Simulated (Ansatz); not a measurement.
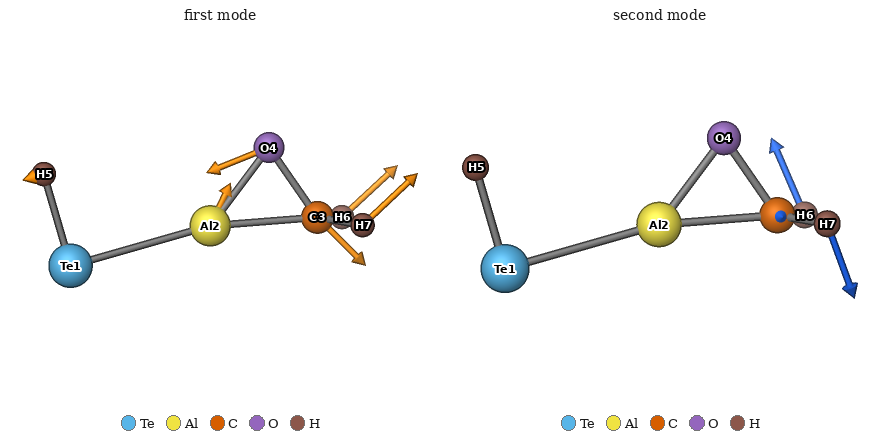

The system is CH₃AlOTe, SMILES [TeH][Al]1[CH2][O]1; the picture shows the reference structure; its two panels give the patterns of the first and the second mode as arrows. The first coordinate is: normal mode 8 (790 cm⁻¹); the second: normal mode 10 (1203 cm⁻¹). Nothing is relaxed (straight displacements along the two mass-weighted modes). The scan uses a 15 × 15 grid. Energies are in eV, from the lowest grid point. Method: RHF/def2-TZVP in Ansatz.

Its coordinates:

```yaml
atoms:
  - { symbol: Te, position_ang: [-2.8920, 0.1317, -0.4347] }
  - { symbol: Al, position_ang: [-0.4283, -0.0276, 0.0603] }
  - { symbol: C, position_ang: [1.2921, -0.2445, 0.7669] }
  - { symbol: O, position_ang: [1.0839, 0.1695, -0.6340] }
  - { symbol: H, position_ang: [-2.5972, 0.5885, -1.9875] }
  - { symbol: H, position_ang: [1.7971, -1.1958, 0.8402] }
  - { symbol: H, position_ang: [1.8057, 0.5101, 1.3430] }
```

Range: normal mode 8 (790 cm⁻¹) from −0.511 to 0.511 amu½·Å; normal mode 10 (1203 cm⁻¹) from −0.336 to 0.336 amu½·Å.

Predict the map.

The lowest grid point is at normal mode 8 (790 cm⁻¹) = 0.000 amu½·Å, normal mode 10 (1203 cm⁻¹) = 0.000 amu½·Å. It is the only kind of minimum in the scanned range. The highest grid point, normal mode 8 (790 cm⁻¹) = −0.511 amu½·Å, normal mode 10 (1203 cm⁻¹) = −0.336 amu½·Å, lies 0.637 eV above the lowest.

| second ↓, first → | −0.511 | −0.439 | −0.365 | −0.292 | −0.219 | −0.146 | −0.073 | 0.000 | 0.073 | 0.146 | 0.219 | 0.292 | 0.365 | 0.439 | 0.511 |
| --- | --- | --- | --- | --- | --- | --- | --- | --- | --- | --- | --- | --- | --- | --- | --- |
| 0.336 | 0.637 | 0.556 | 0.487 | 0.428 | 0.381 | 0.346 | 0.323 | 0.313 | 0.315 | 0.331 | 0.361 | 0.405 | 0.464 | 0.540 | 0.631 |
| 0.288 | 0.541 | 0.462 | 0.394 | 0.338 | 0.292 | 0.259 | 0.237 | 0.227 | 0.231 | 0.248 | 0.278 | 0.323 | 0.382 | 0.458 | 0.549 |
| 0.240 | 0.460 | 0.383 | 0.317 | 0.262 | 0.218 | 0.185 | 0.165 | 0.156 | 0.161 | 0.178 | 0.209 | 0.254 | 0.314 | 0.389 | 0.480 |
| 0.192 | 0.395 | 0.320 | 0.255 | 0.201 | 0.158 | 0.126 | 0.107 | 0.099 | 0.104 | 0.122 | 0.153 | 0.199 | 0.259 | 0.334 | 0.425 |
| 0.144 | 0.345 | 0.271 | 0.207 | 0.154 | 0.112 | 0.081 | 0.062 | 0.055 | 0.061 | 0.079 | 0.111 | 0.156 | 0.216 | 0.292 | 0.383 |
| 0.096 | 0.310 | 0.236 | 0.173 | 0.121 | 0.079 | 0.049 | 0.031 | 0.025 | 0.030 | 0.049 | 0.081 | 0.126 | 0.187 | 0.262 | 0.353 |
| 0.048 | 0.288 | 0.215 | 0.153 | 0.101 | 0.060 | 0.030 | 0.012 | 0.006 | 0.012 | 0.031 | 0.063 | 0.109 | 0.169 | 0.244 | 0.335 |
| 0.000 | 0.281 | 0.208 | 0.146 | 0.094 | 0.054 | 0.024 | 0.006 | 0.000 | 0.006 | 0.025 | 0.057 | 0.103 | 0.163 | 0.238 | 0.329 |
| −0.048 | 0.288 | 0.215 | 0.153 | 0.101 | 0.060 | 0.030 | 0.012 | 0.006 | 0.012 | 0.031 | 0.063 | 0.109 | 0.169 | 0.244 | 0.335 |
| −0.096 | 0.310 | 0.236 | 0.173 | 0.121 | 0.079 | 0.050 | 0.031 | 0.025 | 0.030 | 0.049 | 0.081 | 0.127 | 0.187 | 0.262 | 0.353 |
| −0.144 | 0.345 | 0.271 | 0.207 | 0.154 | 0.112 | 0.082 | 0.063 | 0.056 | 0.061 | 0.079 | 0.111 | 0.157 | 0.217 | 0.292 | 0.383 |
| −0.192 | 0.396 | 0.320 | 0.255 | 0.201 | 0.158 | 0.127 | 0.107 | 0.100 | 0.104 | 0.122 | 0.154 | 0.199 | 0.259 | 0.334 | 0.425 |
| −0.240 | 0.461 | 0.384 | 0.318 | 0.262 | 0.218 | 0.186 | 0.165 | 0.157 | 0.161 | 0.178 | 0.209 | 0.254 | 0.314 | 0.390 | 0.481 |
| −0.288 | 0.541 | 0.463 | 0.395 | 0.338 | 0.293 | 0.259 | 0.237 | 0.228 | 0.231 | 0.248 | 0.278 | 0.323 | 0.383 | 0.458 | 0.549 |
| −0.336 | 0.637 | 0.557 | 0.487 | 0.429 | 0.382 | 0.347 | 0.324 | 0.313 | 0.316 | 0.332 | 0.361 | 0.406 | 0.465 | 0.540 | 0.631 |

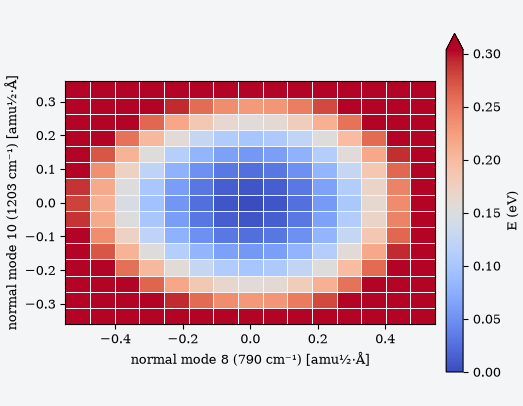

Drawn: one coloured cell a grid point, one colour for all values above the top of the scale.

The whole map (225 points run) took 43 min on 1 thread of Arm Neoverse N1 (shared host).
